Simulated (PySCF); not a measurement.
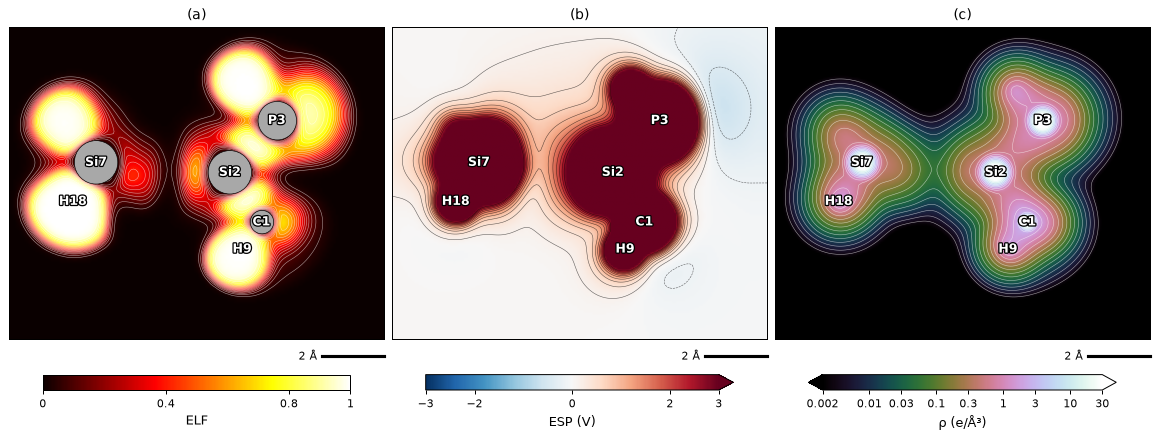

CH₁₁O₂PSi₃. (a) electron localisation function; (b) electrostatic potential; (c) electron density on the plane of atoms C1, Si2 and P3. Grey discs cover the atomic cores in the ELF map.

Geometry: GFN2-xTB.

Computed with PySCF 2.14.0, PBE0/pcSseg-1, SCF density, gas phase, non-relativistic.

```yaml
atoms:
  - { symbol: C, position_ang: [-2.2659, -1.4379, -0.3687] }
  - { symbol: Si, position_ang: [-1.1334, 0.0310, -0.8263] }
  - { symbol: P, position_ang: [-2.5419, 1.7782, -1.0843] }
  - { symbol: Si, position_ang: [0.5798, 0.3790, 0.6837] }
  - { symbol: O, position_ang: [0.3352, -0.7461, 1.8279] }
  - { symbol: O, position_ang: [2.0281, 0.1056, -0.0052] }
  - { symbol: Si, position_ang: [3.1817, -0.0035, -1.1325] }
  - { symbol: H, position_ang: [-2.7039, -1.2963, 0.6162] }
  - { symbol: H, position_ang: [-1.7148, -2.3731, -0.3500] }
  - { symbol: H, position_ang: [-3.0807, -1.5400, -1.0809] }
  - { symbol: H, position_ang: [-0.6492, -0.2099, -2.2071] }
  - { symbol: H, position_ang: [-2.7357, 1.9839, 0.2714] }
  - { symbol: H, position_ang: [-1.5462, 2.7387, -1.1357] }
  - { symbol: H, position_ang: [0.7602, 1.6948, 1.3081] }
  - { symbol: H, position_ang: [1.0131, -0.9918, 2.4537] }
  - { symbol: H, position_ang: [2.5502, 0.0738, -2.4488] }
  - { symbol: H, position_ang: [4.0909, 1.1164, -0.8961] }
  - { symbol: H, position_ang: [3.8237, -1.2965, -0.9018] }
```

Q: What do the fields say about this system?

A: The section cuts through C, Si, P and H sites.
C–Si (1.91 Å): the density is about 0.89 e/Å³ at the midpoint; the ELF peaks at about 0.95 between the atoms (a covalent bond).
Si–P (2.26 Å): the density is about 0.73 e/Å³ at the midpoint, with its minimum of 0.63 e/Å³ about 0.8 Å from Si; the ELF peaks at about 0.95 between the atoms, as expected for localised, covalent bonding.
C–H (1.09 Å): the density is about 2 e/Å³ at the midpoint; the ELF climbs to about 1 towards the hydrogen, as it does in any bond to H (a covalent bond by its length).
The ELF also peaks beside P3, away from the bonds: lone-pair regions.
Outside the dense part of the molecule the potential is most negative (−0.6 V) near P3.
